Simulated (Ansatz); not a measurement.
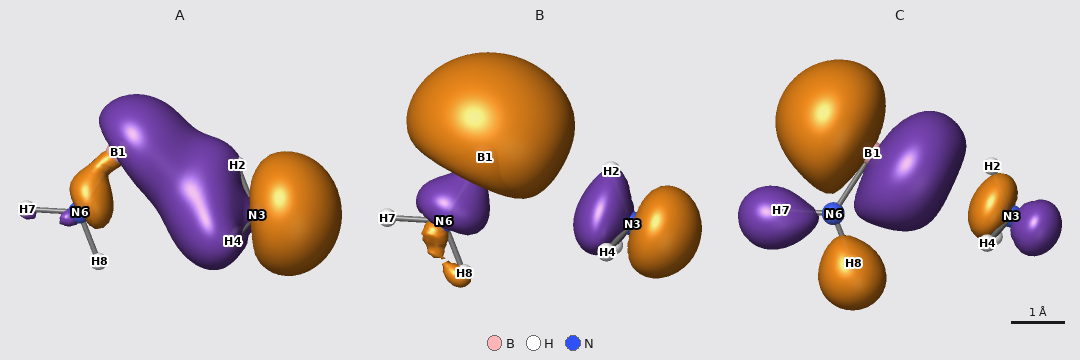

The picture shows: BH₂N···NH₃. Three frontier orbitals at ±0.1 Å⁻³ᐟ² (orange and purple are the two phases), in no order.

Level of theory: Ansatz, RKS r2SCAN-D4/def2-SVP.

Input

```
crystal:
  periodic: [false, false, false]
  atoms:
    - { symbol: B, position_ang: [-0.763558, -0.495174, 0.561839] }
    - { symbol: H, position_ang: [1.504383, -0.066557, 1.175067] }
    - { symbol: "N", position_ang: [1.891357, 0.163913, 0.239338] }
    - { symbol: H, position_ang: [1.662845, -0.620624, -0.368984] }
    - { symbol: H, position_ang: [1.401904, 0.992727, -0.093457] }
    - { symbol: "N", position_ang: [-1.137135, -0.090692, -0.709046] }
    - { symbol: H, position_ang: [-2.120514, -0.187798, -0.961262] }
    - { symbol: H, position_ang: [-0.562382, 0.304206, -1.448095] }
basis:
  gaussian: { orbitals: def2-SVP }
hamiltonian:
  xc: r2scan
  dispersion: d4
relax:
  f_tol: 0.03
  max_steps: 50
output:
  orbitals: {}
```

Launched as:

```sh
ansatz run input.yaml --threads 1 --pin off --max-ram 2048MiB --backend cpu --events-out ev --progress --plain --runs-dir out
```

The fields are those of the run's last geometry, not of the input's.

Order the three orbitals by energy and name them.

A is the HOMO−1 (−6.55 eV). Its weight (Hirshfeld) is mainly on N3 (about 65 %) and B1 (about 15 %); largely a lone pair of N3. B is the HOMO (−5.00 eV). Its weight (Hirshfeld) is mainly on B1 (about 75 %), N3 (about 15 %) and N6 (about 5 %). C is the LUMO (−1.71 eV). Its weight (Hirshfeld) is mainly on B1 (about 70 %), N6 (about 10 %) and N3 (about 5 %).

What is the HOMO–LUMO gap?

3.29 eV between the orbital energies.
